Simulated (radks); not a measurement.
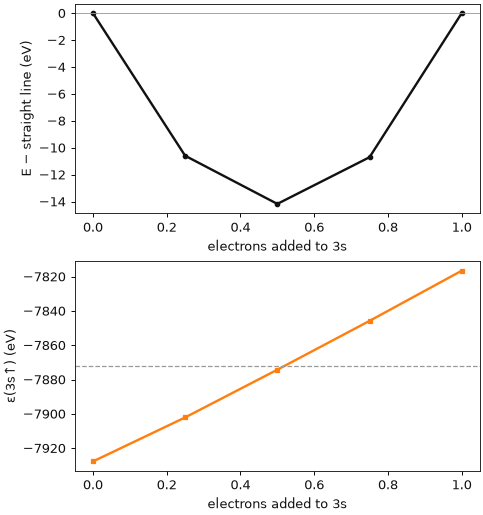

The occupation of the 3s shell is varied from Ir⁶⁷⁺ ([Ne]) to Ir⁶⁶⁺ ([Ne] 3s1 (high spin)), with spherical fractional occupations. The plot shows the total energy less the straight line between the end points, and the eigenvalue of 3s↑ (the dashed line is minus the energy to take the whole electron out). The values are computed.

Q: Was this Hartree-Fock or a semilocal functional, and how does the plot tell?

A: It was a semilocal functional (LDA, GGA or meta-GGA): scalar-relativistic Kohn-Sham, PBEsol, spin-polarised, spherical densities, finite nucleus, computed with the in-house radial solver radks. The curve is convex (below the straight line), with the largest deviation among the points computed, −14.18 eV, at 0.5. The end points differ by 7872 eV, the energy to take the electron out. The eigenvalue, which is the slope of the energy (Janak's theorem), moves from −7928 eV at 0 to −7817 eV at 1; for a straight line it would stay constant, and a parabola would sag by an eighth of this change, scaled to a whole electron, 13.90 eV. Convexity is the delocalisation error: fractional charges are too low in energy. For an s shell Hartree-Fock would as a rule bend the other way.
